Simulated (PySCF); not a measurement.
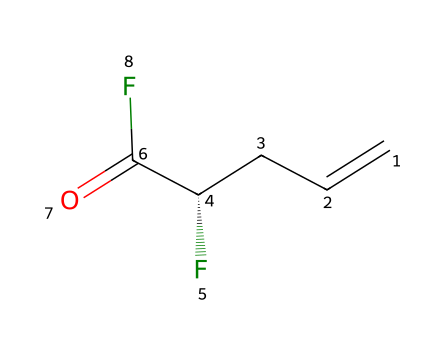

A structural formula, with wedges where it has stereocentres; small numbers name the atoms. The configuration is that of a computed structure (GFN2-xTB).

Question: Assign CIP descriptors.

Answer: C4: S.

Question: Write the isomeric SMILES.

Answer: C=CC[C@H](F)C(=O)F
